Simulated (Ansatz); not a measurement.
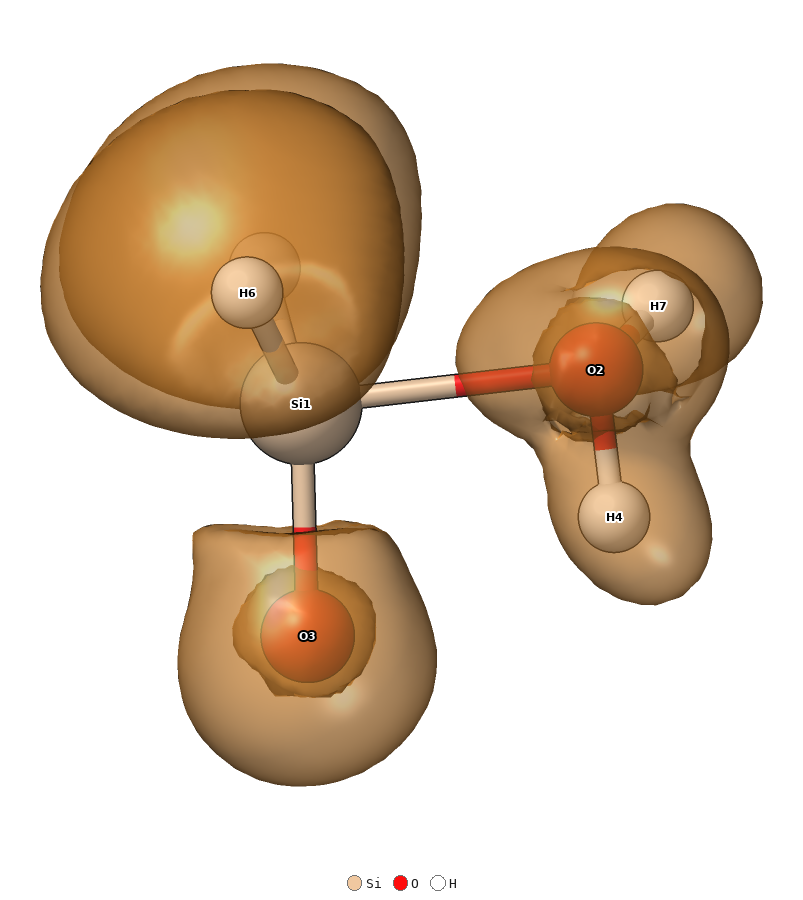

The picture shows: H4O2Si. Isosurface of the electron localisation function at 0.75 (orange), seen at a tilt. Core shells and regions of very low density are left out.

The product side of a reaction path; geometry: PBE0-D4/def2-TZVP.

Theory: Ansatz 0.2.0, RKS PBE0-D4/def2-TZVPP.

```xyz
7

Si   -0.2218   -0.2463    0.7671
O     0.4483    0.5831   -0.8767
O     0.4993   -1.5831    0.5485
H     0.9270   -0.2430   -1.1026
H    -1.6757   -0.0444    0.4894
H     0.2307    0.7823    1.7398
H    -0.2078    0.7513   -1.5655
```

Describe the localisation domains.

The surface consists of two regions around hydrogen nuclei, one region wrapped around O (its lone pairs, merged into a ring or cap) and one joined region spread over several atoms (H, O), in which their bonds and any lone pairs are merged. Along the contacts the grid gives the following. Si–O (1.53 Å): the ELF peaks at about 0.85 between the atoms; a polar covalent bond. O–H (0.97 Å): the ELF climbs to about 1 towards the hydrogen, as it does in any bond to H: a covalent bond by its length.
